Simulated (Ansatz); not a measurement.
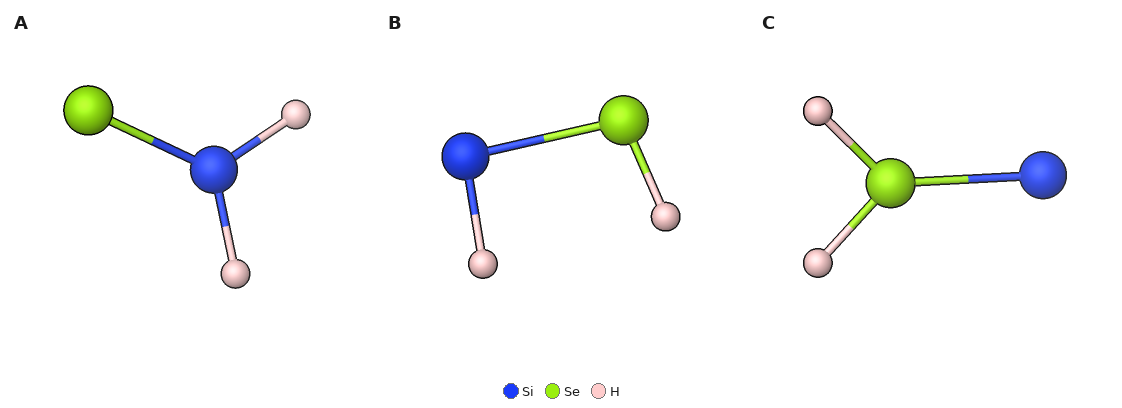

3 stationary structures of one formula. Geometries: PBE0-D4/def2-TZVP. Electronic energies: RHF-CCSD(T) (frozen core)/def2-TZVPP (Ansatz 0.2.0), without zero-point energy. No frequency run is at hand to confirm each as a minimum.

Question: Which is lowest in energy, and by how much?

Answer: A is lowest; B lies 0.698 eV above it (Cs), C lies 3.600 eV above it.
